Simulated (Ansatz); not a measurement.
Geometry relaxation, with input and output: BSiH₃ClF

BSiH₃ClF, SMILES FB[SiH2]Cl, computed with RKS PBE0-D4/def2-TZVP (Ansatz 0.2.0).

The geometry: PBE-D4/def2-SVP start. Figures and captions count atoms from 1; the log counts them from 0 in places.

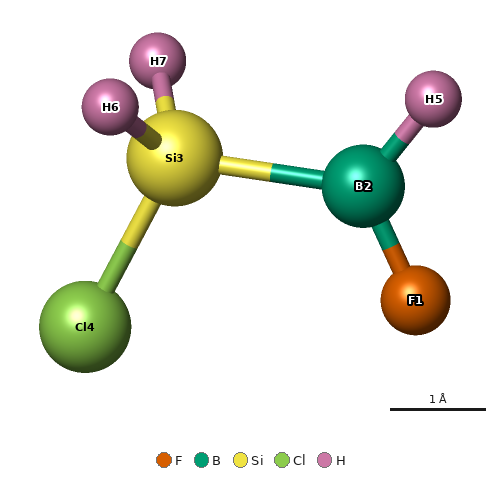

Figure 1. The structure as given in the input (ball-and-stick view, seen at a tilt; atoms are numbered from 1 in the order of the input). Bond lengths as drawn: B–F 1.33 Å, B–H 1.22 Å, B–Si 2.04 Å, Cl–Si 2.09 Å and H–Si 1.51 Å.

Input:
```yaml
crystal:
  periodic: [false, false, false]
  atoms:
    - {symbol: F, position_ang: [-1.089635, -1.894412, -0.186670]}
    - {symbol: B, position_ang: [-0.060126, -1.206053, 0.290558]}
    - {symbol: Si, position_ang: [0.170258, 0.776848, -0.125518]}
    - {symbol: Cl, position_ang: [-1.370888, 1.482831, -1.348871]}
    - {symbol: H, position_ang: [0.739992, -1.816871, 0.988328]}
    - {symbol: H, position_ang: [0.182836, 1.575939, 1.152523]}
    - {symbol: H, position_ang: [1.488864, 1.013718, -0.816050]}
basis:
  gaussian: {orbitals: def2-TZVP}
hamiltonian: {xc: pbe0, dispersion: d4}
relax: {f_tol: 0.005, max_steps: 150}
```

Run as:
```bash
ansatz run in.yaml --threads 2 --pin off --events-out ev --progress --plain --max-ram 4352MiB
```

Output:
```
Functional definition: PBE0
  name "PBE0"
  cite "Adamo & Barone, J. Chem. Phys. 110, 6158 (1999) doi:10.1063/1.478522"
  cite "Perdew, Burke & Ernzerhof, Phys. Rev. Lett. 77, 3865 (1996) doi:10.1103/PhysRevLett.77.3865"
  parent pbe
  parameter a = 0.25
  parameter kappa = 0.804
  parameter beta = 0.06672455060314922
  exchange = (1 - a)*pbe_x(kappa = kappa, mu = beta*pi^2/3) + a*exact_x
  correlation = pbe_c(beta = beta)
993 factors; their error is unknown
mean field evaluation 1: about -23834.1529 eV, gradient 2.6e1 eV
mean field evaluation 2: about -23833.5275 eV, gradient 3.6e1 eV
mean field evaluation 4: about -23835.2722 eV, gradient 8.8e-1 eV
mean field evaluation 8: about -23835.3550 eV, gradient 1.8e-1 eV
mean field evaluation 16: about -23835.3550 eV, gradient 2.5e-5 eV
mean field -23835.35502867 eV, -875.9331411196 hartree, gradient 2.5e-5 eV, S^2 0.000000; 0 other end points of the search recorded, 0 dependent functions left out
the calculation of the forces begins
reference -23835.35506036 eV, -875.9331422844 hartree; 24, 24 occupied and 130, 130 virtual orbitals, 993 factors
relax step   1: F+E_penalty+E_count = -23835.47220996 eV  Δ(F+E_penalty+E_count) = +0.000e0 eV  max|allowed force component| = 4.262e-1 eV/Å  Δτ_max = 0.0000 Å  (25 SCF iters, accepted)
these checks for a lower state are left out or cut short: starts, cluster_reference, orbital_swaps, neighbouring_geometries, increment
993 factors; their error is unknown
mean field -23835.37866165 eV, -875.9340096157 hartree, gradient 1.0e-5 eV, S^2 0.000000; 0 other end points of the search recorded, 0 dependent functions left out
the calculation of the forces begins
reference -23835.37869322 eV, -875.9340107758 hartree; 24, 24 occupied and 130, 130 virtual orbitals, 993 factors
relax step   2: F+E_penalty+E_count = -23835.49619762 eV  Δ(F+E_penalty+E_count) = -2.399e-2 eV  max|allowed force component| = 1.530e-1 eV/Å  Δτ_max = 0.0369 Å  (31 SCF iters, accepted)
these checks for a lower state are left out or cut short: starts, cluster_reference, orbital_swaps, neighbouring_geometries, increment
993 factors; their error is unknown
mean field -23835.37989705 eV, -875.9340550158 hartree, gradient 1.0e-5 eV, S^2 0.000000; 0 other end points of the search recorded, 0 dependent functions left out
the calculation of the forces begins
reference -23835.37992859 eV, -875.9340561748 hartree; 24, 24 occupied and 130, 130 virtual orbitals, 993 factors
relax step   3: F+E_penalty+E_count = -23835.49753728 eV  Δ(F+E_penalty+E_count) = -1.340e-3 eV  max|allowed force component| = 7.869e-2 eV/Å  Δτ_max = 0.0123 Å  (30 SCF iters, accepted)
these checks for a lower state are left out or cut short: starts, cluster_reference, orbital_swaps, neighbouring_geometries, increment
993 factors; their error is unknown
mean field evaluation 32: about -23835.2991 eV, gradient 4.1e-3 eV
mean field -23835.38012331 eV, -875.9340633306 hartree, gradient 1.0e-5 eV, S^2 0.000000; 0 other end points of the search recorded, 0 dependent functions left out
the calculation of the forces begins
reference -23835.38015484 eV, -875.9340644896 hartree; 24, 24 occupied and 130, 130 virtual orbitals, 993 factors
relax step   4: F+E_penalty+E_count = -23835.49775442 eV  Δ(F+E_penalty+E_count) = -2.171e-4 eV  max|allowed force component| = 4.510e-2 eV/Å  Δτ_max = 0.0103 Å  (30 SCF iters, accepted)
these checks for a lower state are left out or cut short: starts, cluster_reference, orbital_swaps, neighbouring_geometries, increment
993 factors; their error is unknown
mean field -23835.38028849 eV, -875.9340694011 hartree, gradient 1.0e-5 eV, S^2 0.000000; 0 other end points of the search recorded, 0 dependent functions left out
the calculation of the forces begins
reference -23835.38032003 eV, -875.9340705602 hartree; 24, 24 occupied and 130, 130 virtual orbitals, 993 factors
relax step   5: F+E_penalty+E_count = -23835.49790465 eV  Δ(F+E_penalty+E_count) = -1.502e-4 eV  max|allowed force component| = 1.568e-2 eV/Å  Δτ_max = 0.0041 Å  (30 SCF iters, accepted)
these checks for a lower state are left out or cut short: starts, cluster_reference, orbital_swaps, neighbouring_geometries, increment
993 factors; their error is unknown
mean field -23835.38029633 eV, -875.9340696892 hartree, gradient 5.0e-5 eV, S^2 0.000000; 0 other end points of the search recorded, 0 dependent functions left out
the calculation of the forces begins
reference -23835.38032788 eV, -875.9340708483 hartree; 24, 24 occupied and 130, 130 virtual orbitals, 993 factors
relax step   6: F+E_penalty+E_count = -23835.49790905 eV  Δ(F+E_penalty+E_count) = -4.397e-6 eV  max|allowed force component| = 1.069e-2 eV/Å  Δτ_max = 0.0003 Å  (19 SCF iters, accepted)
these checks for a lower state are left out or cut short: starts, cluster_reference, orbital_swaps, neighbouring_geometries, increment
993 factors; their error is unknown
mean field -23835.38030667 eV, -875.9340700689 hartree, gradient 1.4e-5 eV, S^2 0.000000; 0 other end points of the search recorded, 0 dependent functions left out
the calculation of the forces begins
reference -23835.38033821 eV, -875.9340712281 hartree; 24, 24 occupied and 130, 130 virtual orbitals, 993 factors
relax step   7: F+E_penalty+E_count = -23835.49791322 eV  Δ(F+E_penalty+E_count) = -4.170e-6 eV  max|allowed force component| = 1.067e-3 eV/Å  Δτ_max = 0.0006 Å  (21 SCF iters, accepted)
993 factors; their error is unknown
mean field evaluation 64: about -23835.3803 eV, gradient 1.8e-1 eV
```

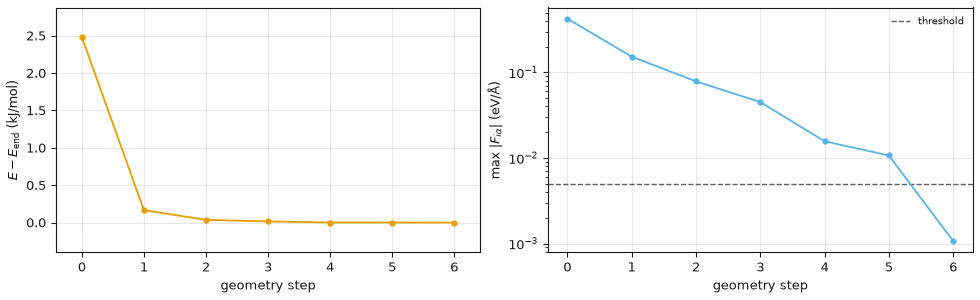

Figure 2. Progress of the relaxation, step by step (the first geometry is step 0 here and step 1 in the log).

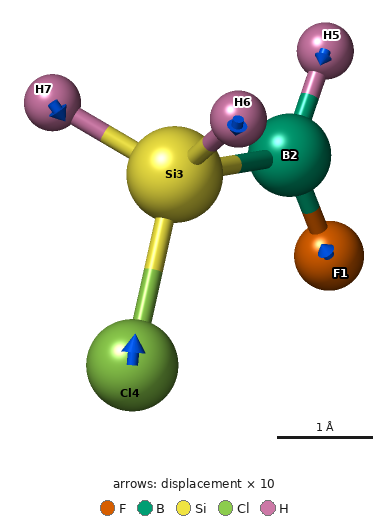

Figure 3. The starting structure with the displacements as blue arrows, magnified 10 times (ball-and-stick view, seen at a tilt). The two geometries are laid on each other by the best rigid fit. Cl4 moves most after the best rigid fit: 0.034 Å. By element the largest moves are Cl 0.034 Å, H 0.025 Å, F 0.018 Å, B 0.007 Å, Si 0.003 Å. Among the contacts that change: Si3–Cl4 2.090 → 2.059 Å, B2–H5 1.225 → 1.203 Å, Si3–H6 1.507 → 1.487 Å, F1–B2 1.327 → 1.316 Å. After 6 geometry steps the energy has fallen by 2.48 kJ/mol. Largest force component: 0.43 eV/Å at the start, 0.0011 eV/Å at the end. (Atoms are counted from 1 in the order of the input.)

```
mean field -23835.38030667 eV, -875.9340700689 hartree, gradient 1.4e-5 eV, S^2 0.000000; 1 other end points of the search recorded, 0 dependent functions left out
the calculation of the forces begins
reference -23835.38033821 eV, -875.9340712281 hartree; 24, 24 occupied and 130, 130 virtual orbitals, 993 factors
Total energy: -23835.49794476 eV, -875.9383931892 hartree
Atom 0 at    -1.076389    -1.882414    -0.182574 Å, force    -0.000403    -0.000014    -0.000408 eV/Å
Atom 1 at    -0.054231    -1.203015     0.293258 Å, force    -0.000075    -0.000751    -0.000717 eV/Å
Atom 2 at     0.170335     0.774618    -0.124266 Å, force     0.000365     0.000790     0.000191 eV/Å
Atom 3 at    -1.343737     1.478429    -1.329276 Å, force    -0.000255     0.000077     0.000019 eV/Å
Atom 4 at     0.728687    -1.807160     0.979013 Å, force     0.000494     0.001067     0.000768 eV/Å
Atom 5 at     0.171223     1.565025     1.135269 Å, force     0.000369    -0.000609    -0.000305 eV/Å
Atom 6 at     1.465413     1.006517    -0.817124 Å, force    -0.000496    -0.000560     0.000451 eV/Å
Dipole moment:     0.279242    -0.084516     0.208541 e Å
```

Trajectory as extended XYZ (Å, eV, eV/Å), 7 frames, from step=1 to step=7:
```
7
Properties=species:S:1:pos:R:3:forces:R:3 step=1 energy=-23835.47221
F    -1.0896   -1.8944   -0.1867    0.4203   0.2855   0.1950
B    -0.0601   -1.2061    0.2906   -0.0724  -0.4059   0.0613
Si    0.1703    0.7768   -0.1255   -0.0673   0.2954  -0.1225
Cl   -1.3709    1.4828   -1.3489    0.4262  -0.1635   0.3284
H     0.7400   -1.8169    0.9883   -0.3214   0.2241  -0.2716
H     0.1828    1.5759    1.1525   -0.0508  -0.1781  -0.3084
H     1.4889    1.0137   -0.8161   -0.3346  -0.0575   0.1179
7
Properties=species:S:1:pos:R:3:forces:R:3 step=2 energy=-23835.49620
F    -1.0808   -1.8853   -0.1822    0.1459   0.0975   0.0595
B    -0.0536   -1.2053    0.2923   -0.0485  -0.1530   0.0358
Si    0.1735    0.7723   -0.1217   -0.0028   0.1091  -0.0413
Cl   -1.3399    1.4826   -1.3287    0.0189  -0.0272   0.0212
H     0.7320   -1.8126    0.9823   -0.0875   0.0597  -0.0823
H     0.1636    1.5706    1.1383    0.0298  -0.0634  -0.0617
H     1.4666    1.0096   -0.8260   -0.0559  -0.0228   0.0687
7
Properties=species:S:1:pos:R:3:forces:R:3 step=3 energy=-23835.49754
F    -1.0732   -1.8812   -0.1870   -0.0069   0.0052   0.0236
B    -0.0564   -1.2000    0.2987    0.0166  -0.0284  -0.0787
Si    0.1698    0.7753   -0.1250   -0.0096  -0.0089   0.0340
Cl   -1.3453    1.4774   -1.3288   -0.0014   0.0042  -0.0040
H     0.7286   -1.8070    0.9786   -0.0047   0.0061   0.0294
H     0.1730    1.5634    1.1351   -0.0007   0.0212   0.0052
H     1.4650    1.0042   -0.8172    0.0067   0.0006  -0.0096
7
Properties=species:S:1:pos:R:3:forces:R:3 step=4 energy=-23835.49775
F    -1.0785   -1.8800   -0.1790    0.0098  -0.0033  -0.0117
B    -0.0514   -1.2029    0.2901   -0.0451   0.0082   0.0279
Si    0.1700    0.7751   -0.1248    0.0115  -0.0183  -0.0060
Cl   -1.3439    1.4769   -1.3302   -0.0037   0.0050  -0.0033
H     0.7287   -1.8071    0.9779    0.0214  -0.0071  -0.0043
H     0.1706    1.5636    1.1352   -0.0040   0.0049   0.0084
H     1.4658    1.0064   -0.8148    0.0101   0.0106  -0.0110
7
Properties=species:S:1:pos:R:3:forces:R:3 step=5 energy=-23835.49791
F    -1.0767   -1.8816   -0.1823    0.0114   0.0071   0.0048
B    -0.0537   -1.2025    0.2933   -0.0157  -0.0143  -0.0058
Si    0.1703    0.7748   -0.1244    0.0032  -0.0010   0.0024
Cl   -1.3439    1.4779   -1.3295   -0.0004   0.0009  -0.0004
H     0.7288   -1.8076    0.9787    0.0013   0.0037   0.0001
H     0.1710    1.5646    1.1354    0.0001   0.0019  -0.0003
H     1.4655    1.0062   -0.8169    0.0001   0.0018  -0.0009
7
Properties=species:S:1:pos:R:3:forces:R:3 step=6 energy=-23835.49791
F    -1.0766   -1.8819   -0.1824    0.0077   0.0052   0.0034
B    -0.0539   -1.2026    0.2934   -0.0103  -0.0107  -0.0047
Si    0.1703    0.7748   -0.1244    0.0025   0.0001   0.0019
Cl   -1.3438    1.4781   -1.3294   -0.0008   0.0006  -0.0005
H     0.7288   -1.8075    0.9788    0.0008   0.0031   0.0004
H     0.1710    1.5648    1.1354    0.0004   0.0009  -0.0005
H     1.4655    1.0064   -0.8170   -0.0003   0.0008   0.0000
7
Properties=species:S:1:pos:R:3:forces:R:3 step=7 energy=-23835.49791
F    -1.0764   -1.8824   -0.1826   -0.0004   0.0000  -0.0004
B    -0.0542   -1.2030    0.2933   -0.0001  -0.0008  -0.0007
Si    0.1703    0.7746   -0.1243    0.0004   0.0008   0.0002
Cl   -1.3437    1.4784   -1.3293   -0.0003   0.0001   0.0000
H     0.7287   -1.8072    0.9790    0.0005   0.0011   0.0008
H     0.1712    1.5650    1.1353    0.0004  -0.0006  -0.0003
H     1.4654    1.0065   -0.8171   -0.0005  -0.0006   0.0005
```

Key numbers:

- outcome: converged
- total energy: −23835.4979 eV
- mean-field energy: −23835.3803 eV
- dispersion energy: −0.1176 eV
- SCF solution under orbital rotations: stable
- largest force (length of the vector) at the end: 0.001 eV/Å
- dipole moment: 1.72 D
- hardware: 2 threads of Arm Neoverse V2, 23 GiB of memory available, shared host
- wall time: 22 s (CPU time 42 s)
- peak memory: 0.31 GiB
